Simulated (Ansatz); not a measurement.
Input

```
crystal:
  periodic: [false, false, false]
  atoms:
    - { symbol: W, position_ang: [0.0, 0.0, 0.0] }
    - { symbol: Cl, position_ang: [1.1194, 0.0, 2.3356] }
    - { symbol: H, position_ang: [1.8219, 0.0, 0.6057] }
    - { symbol: H, position_ang: [0.0, 1.72, 0.0] }
    - { symbol: H, position_ang: [-1.72, 0.0, 0.0] }
    - { symbol: H, position_ang: [0.0, -1.72, 0.0] }
    - { symbol: F, position_ang: [0.0, 0.0, -1.85] }
basis:
  gaussian: { orbitals: def2-SVP }
hamiltonian:
  xc: pbe
relax:
  f_tol: 0.15
  max_steps: 25
  restrain:
    - { distance: [1, 2], at: 1.37, k: 30.0 }
    - { distance: [0, 1], at: 3.59, k: 30.0 }
    - { distance: [0, 2], at: 2.92, k: 30.0 }
output:
  orbitals: {}
```

Command:

```sh
ansatz run input.yaml --threads 2 --pin off --max-ram 3072MiB --backend cpu --events-out ev --progress --plain --runs-dir out
```

The fields are those of the run's last geometry, not of the input's.

Core potentials replace the inner electrons of W; not at a stationary point (largest force 0.9 eV/Å).

Theory: RKS PBE/def2-SVP (Ansatz 0.2.0).

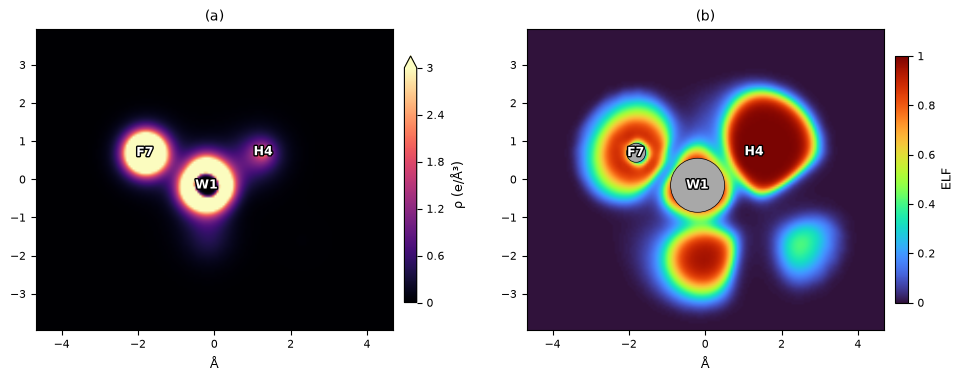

FH3W···HCl. (a) electron density; (b) ELF on the plane of atoms H4, W1 and F7. Grey discs cover the atomic cores in the ELF map.

What do the fields say about this system?

The plane passes through W, H and F nuclei. W–F (1.82 Å): ρ at the midpoint is about 1.1 e/Å³; the ELF peaks at about 0.85 in the valence shell of F, 0.5 Å from its nucleus, and drops to about 0.20 between the two atoms.
